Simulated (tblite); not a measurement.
**Saddle-point search, with input and output: C$_{3}$H$_{11}$AsSi**

The run: saddle-point search of C$_{3}$H$_{11}$AsSi. Method and program: GFN2-xTB saddle search (eigenvector following) and harmonic vibrations, gas phase (tblite 0.8.0).

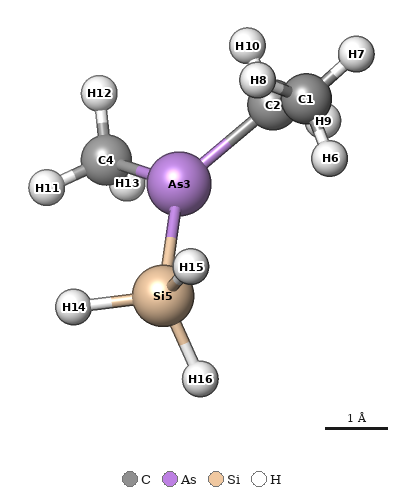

Fig. 1: The starting structure (ball-and-stick view, seen at a tilt; atoms are numbered from 1 in the order of the input). Bond lengths as drawn: As–C 1.97 to 1.99 Å, As–Si 2.25 Å, C–C 1.52 Å, C–H 1.09 to 1.10 Å and H–Si 1.47 to 1.49 Å.

**The input**
```
{"job": {"xc": "GFN2-xTB", "basis": "xTB", "kind": "saddle"}, "charge": 0, "multiplicity": 1}
C      2.240698    -0.121381     0.515572
C      0.939646    -0.744080     0.991535
As    -0.571564    -0.047225    -0.104756
C     -2.082799    -1.315127    -0.069805
Si    -0.717757     1.992518    -1.045320
H      2.213714     0.961742     0.642295
H      3.089247    -0.516080     1.074238
H      2.391758    -0.331330    -0.543580
H      0.818719    -0.573317     2.067585
H      0.947356    -1.825367     0.831035
H     -2.699512    -1.096663    -0.941021
H     -1.677304    -2.321737    -0.165708
H     -2.717258    -1.278205     0.819575
H     -1.683108     1.728076    -2.118084
H      0.642231     2.217691    -1.545950
H     -1.134068     3.270485    -0.407612
```

The first line tells a small driver script what to run in tblite; the rest is the geometry in Å.

Command:
```bash
OMP_NUM_THREADS=1 python <driver script> task.json out
```

**The program's output**
```
step      E/eV     max force
  0    -436.91202   1.9341
  1    -436.75874   0.6895
  2    -436.75535   0.1177
  3    -436.75928   0.0694
  4    -436.76010   0.0742
  5    -436.75877   0.2559
  6    -436.76162   0.0282
  7    -436.76307   0.0539
  8    -436.76475   0.0637
  9    -436.76582   0.0518
 10    -436.76480   0.2468
 11    -436.76674   0.0256
 12    -436.76761   0.0284
 13    -436.76852   0.0227
 14    -436.76937   0.0418
 15    -436.76924   0.1586
 16    -436.76984   0.0189
 17    -436.77022   0.0193
 18    -436.77056   0.0184
 19    -436.77108   0.0131
 20    -436.77160   0.0313
 21    -436.77211   0.0158
 22    -436.77231   0.0366
 23    -436.77233   0.0063
 24    -436.77247   0.0203
 25    -436.77256   0.0095
 26    -436.77261   0.0046
 27    -436.77261   0.0022
lowest wavenumbers (cm-1): -409.5 34.0 71.8 80.7 116.3 129.2
```

**Trajectory as extended XYZ (Å, eV, eV/Å), 7 of the 12 frames kept, from step=0 to step=27**
```
16
Properties=species:S:1:pos:R:3:forces:R:3 step=0 energy=-436.91202
C     2.2407   -0.1214    0.5156   -0.0030  -0.0050  -0.0090
C     0.9396   -0.7441    0.9915   -0.2740   0.2600   0.5360
As   -0.5716   -0.0472   -0.1048    0.7330  -0.7820  -1.6100
C    -2.0828   -1.3151   -0.0698   -0.2100   0.2680   0.5340
Si   -0.7178    1.9925   -1.0453   -0.2430   0.2240   0.5740
H     2.2137    0.9617    0.6423    0.0120  -0.0070   0.0160
H     3.0892   -0.5161    1.0742   -0.0050   0.0080   0.0050
H     2.3918   -0.3313   -0.5436    0.0030   0.0090  -0.0170
H     0.8187   -0.5733    2.0676   -0.0100   0.0050   0.0040
H     0.9474   -1.8254    0.8310   -0.0090  -0.0010  -0.0100
H    -2.6995   -1.0967   -0.9410   -0.0060   0.0020   0.0000
H    -1.6773   -2.3217   -0.1657    0.0080   0.0060  -0.0020
H    -2.7173   -1.2782    0.8196    0.0030   0.0020   0.0100
H    -1.6831    1.7281   -2.1181   -0.0140  -0.0040  -0.0210
H     0.6422    2.2177   -1.5460    0.0200   0.0150  -0.0050
H    -1.1341    3.2705   -0.4076   -0.0040   0.0020  -0.0060
16
Properties=species:S:1:pos:R:3:forces:R:3 step=4 energy=-436.76010
C     2.2276   -0.0867    0.5578   -0.0130  -0.0040  -0.0020
C     0.9311   -0.7631    0.9727    0.0020   0.0120   0.0300
As   -0.6094   -0.0079   -0.0357    0.0350  -0.0260  -0.0600
C    -2.0855   -1.3141   -0.0558   -0.0130   0.0260   0.0350
Si   -0.6671    1.9368   -1.1372   -0.0320  -0.0160   0.0020
H     2.1681    0.9886    0.7349   -0.0050  -0.0060  -0.0010
H     3.0716   -0.4821    1.1234   -0.0050   0.0000  -0.0030
H     2.4167   -0.2426   -0.5051   -0.0080   0.0080   0.0170
H     0.7786   -0.6471    2.0512    0.0100  -0.0080  -0.0200
H     0.9724   -1.8356    0.7591   -0.0030   0.0230   0.0030
H    -2.7857   -1.0197   -0.8363   -0.0130   0.0150  -0.0080
H    -1.7059   -2.3100   -0.2830    0.0110  -0.0160  -0.0110
H    -2.6216   -1.3537    0.8944    0.0080  -0.0040  -0.0060
H    -1.7287    1.7609   -2.1368    0.0170  -0.0040   0.0240
H     0.6464    2.2134   -1.7348    0.0050  -0.0070  -0.0030
H    -1.0087    3.1628   -0.3686    0.0050   0.0070   0.0030
16
Properties=species:S:1:pos:R:3:forces:R:3 step=9 energy=-436.76582
C     2.2110   -0.0388    0.6034   -0.0180   0.0040  -0.0030
C     0.9352   -0.7846    0.9615    0.0190  -0.0030   0.0000
As   -0.6005   -0.0345   -0.0543   -0.0010   0.0030   0.0020
C    -2.0990   -1.3129   -0.0586    0.0220   0.0130   0.0040
Si   -0.6341    1.9016   -1.1681    0.0020   0.0240  -0.0300
H     2.1047    1.0247    0.8284   -0.0020  -0.0280  -0.0050
H     3.0612   -0.4269    1.1642   -0.0030   0.0020   0.0010
H     2.4232   -0.1365   -0.4626   -0.0080   0.0050   0.0250
H     0.7527   -0.7192    2.0395    0.0060  -0.0030  -0.0230
H     1.0266   -1.8454    0.7069    0.0020   0.0270   0.0070
H    -2.8493   -0.9406   -0.7536   -0.0240   0.0200  -0.0220
H    -1.7696   -2.2964   -0.3928    0.0130  -0.0320  -0.0150
H    -2.5565   -1.4145    0.9257   -0.0080  -0.0020   0.0320
H    -1.7952    1.7547   -2.0562    0.0360   0.0090   0.0310
H     0.6239    2.1225   -1.9057   -0.0470  -0.0060   0.0210
H    -0.8343    3.1468   -0.3775    0.0110  -0.0330  -0.0250
16
Properties=species:S:1:pos:R:3:forces:R:3 step=14 energy=-436.76937
C     2.1959   -0.0009    0.6485   -0.0140   0.0030  -0.0040
C     0.9395   -0.8055    0.9405    0.0140  -0.0020   0.0000
As   -0.5913   -0.0562   -0.0821   -0.0010   0.0020   0.0020
C    -2.1071   -1.3129   -0.0567    0.0150   0.0060   0.0010
Si   -0.6093    1.8777   -1.1997    0.0000   0.0200  -0.0240
H     2.0461    1.0473    0.9156   -0.0010  -0.0210  -0.0050
H     3.0457   -0.3834    1.2136   -0.0010   0.0010   0.0010
H     2.4374   -0.0442   -0.4149   -0.0070   0.0030   0.0200
H     0.7248   -0.7909    2.0143    0.0050  -0.0020  -0.0170
H     1.0778   -1.8509    0.6472    0.0010   0.0190   0.0060
H    -2.8908   -0.8959   -0.6871   -0.0160   0.0120  -0.0140
H    -1.8195   -2.2870   -0.4535    0.0070  -0.0170  -0.0080
H    -2.5045   -1.4495    0.9496   -0.0050  -0.0010   0.0190
H    -1.8494    1.7758   -1.9788    0.0310   0.0060   0.0210
H     0.5750    2.0525   -2.0641   -0.0360  -0.0030   0.0210
H    -0.6704    3.1240   -0.3924    0.0070  -0.0280  -0.0210
16
Properties=species:S:1:pos:R:3:forces:R:3 step=17 energy=-436.77022
C     2.1926    0.0059    0.6590   -0.0030   0.0010   0.0000
C     0.9398   -0.8076    0.9387    0.0030  -0.0010   0.0000
As   -0.5885   -0.0611   -0.0895    0.0000   0.0010   0.0010
C    -2.1066   -1.3147   -0.0606    0.0030   0.0010   0.0000
Si   -0.6050    1.8736   -1.2054    0.0000   0.0090  -0.0110
H     2.0346    1.0511    0.9310   -0.0010  -0.0040   0.0000
H     3.0415   -0.3745    1.2268   -0.0010   0.0010   0.0010
H     2.4403   -0.0297   -0.4028   -0.0010   0.0020   0.0050
H     0.7179   -0.7995    2.0106    0.0010  -0.0010  -0.0040
H     1.0871   -1.8503    0.6418    0.0010   0.0040   0.0010
H    -2.8928   -0.8933   -0.6860   -0.0030   0.0030  -0.0020
H    -1.8233   -2.2887   -0.4621    0.0010  -0.0030  -0.0020
H    -2.4989   -1.4531    0.9480   -0.0010   0.0000   0.0040
H    -1.8695    1.7897   -1.9440    0.0140   0.0030   0.0100
H     0.5470    2.0373   -2.1138   -0.0170  -0.0020   0.0090
H    -0.6161    3.1149   -0.3918    0.0040  -0.0130  -0.0100
16
Properties=species:S:1:pos:R:3:forces:R:3 step=22 energy=-436.77231
C     2.1675    0.0596    0.7306   -0.0170   0.0050  -0.0100
C     0.9559   -0.8456    0.8892    0.0180   0.0000   0.0050
As   -0.5722   -0.0919   -0.1335   -0.0020  -0.0020   0.0010
C    -2.1195   -1.3060   -0.0449   -0.0020  -0.0010   0.0000
Si   -0.5761    1.8384   -1.2567   -0.0020   0.0090  -0.0070
H     1.9414    1.0649    1.0933    0.0040  -0.0340  -0.0130
H     3.0200   -0.3262    1.2892   -0.0010   0.0020  -0.0020
H     2.4486    0.1387   -0.3217   -0.0130  -0.0020   0.0340
H     0.6875   -0.9373    1.9471    0.0110   0.0020  -0.0270
H     1.1811   -1.8514    0.5191   -0.0020   0.0280   0.0120
H    -2.9235   -0.8578   -0.6280    0.0040  -0.0010   0.0020
H    -1.8839   -2.2844   -0.4669   -0.0010   0.0050   0.0030
H    -2.4650   -1.4416    0.9813    0.0020   0.0000  -0.0050
H    -1.9218    1.8362   -1.8395    0.0130   0.0010   0.0060
H     0.4477    1.9455   -2.3189   -0.0110   0.0000   0.0100
H    -0.3878    3.0592   -0.4395   -0.0010  -0.0110  -0.0090
16
Properties=species:S:1:pos:R:3:forces:R:3 step=27 energy=-436.77261
C     2.1568    0.0767    0.7596   -0.0010   0.0000   0.0000
C     0.9645   -0.8593    0.8663    0.0010   0.0000   0.0000
As   -0.5657   -0.1019   -0.1505    0.0000   0.0000   0.0000
C    -2.1232   -1.3003   -0.0353    0.0000   0.0000   0.0000
Si   -0.5679    1.8257   -1.2784    0.0000   0.0010   0.0000
H     1.9055    1.0594    1.1617    0.0000  -0.0020  -0.0010
H     3.0124   -0.3143    1.3097    0.0000   0.0000   0.0000
H     2.4456    0.2065   -0.2846   -0.0010   0.0000   0.0020
H     0.6804   -0.9933    1.9146    0.0000   0.0000  -0.0010
H     1.2197   -1.8457    0.4669    0.0000   0.0010   0.0010
H    -2.9319   -0.8447   -0.6058    0.0000   0.0000   0.0000
H    -1.9052   -2.2818   -0.4592    0.0000   0.0000   0.0000
H    -2.4527   -1.4306    0.9967    0.0000   0.0000   0.0000
H    -1.9336    1.8529   -1.8099    0.0010   0.0000   0.0000
H     0.4101    1.9142   -2.3847   -0.0010   0.0000   0.0010
H    -0.3148    3.0365   -0.4670    0.0000  -0.0010  -0.0010
```

**Key numbers**

```csv
quantity,value
outcome,converged
total energy,−436.7726 eV
point group,Cs
hardware,"1 CPU thread, shared host"
wall time,9.3 s
peak memory,0.2 GiB
```
